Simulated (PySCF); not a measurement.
Vertical excitations of a molecule C5H6Se from TDDFT-PBE/def2-SVPD (PySCF), as energy in eV (oscillator strength): 3.08 (0.000), 3.70 (0.001), 4.66 (0.009), 4.88 (0.016), 4.96 (0.123), 5.07 (0.000), 5.49 (0.003), 5.63 (0.003), 5.69 (0.009), 5.70 (0.120). Lowest triplet (TDA): 2.71 eV. The structure is a stationary point at B3LYP-D3(BJ)/def2-SVP. Other conformers were not sampled.

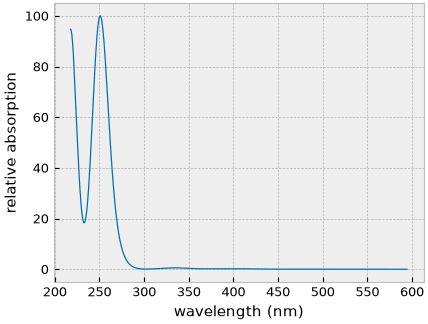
Figure: The lines broadened by 0.4 eV.

Question: Which molecule gave these data?
A) C=C1C[Se]C1=C
B) C=C=C1CC[Se]1
C) C=CC1=C[Se]C1
D) C=C1CC(=C)[Se]1

Answer: B, C=C=C1CC[Se]1
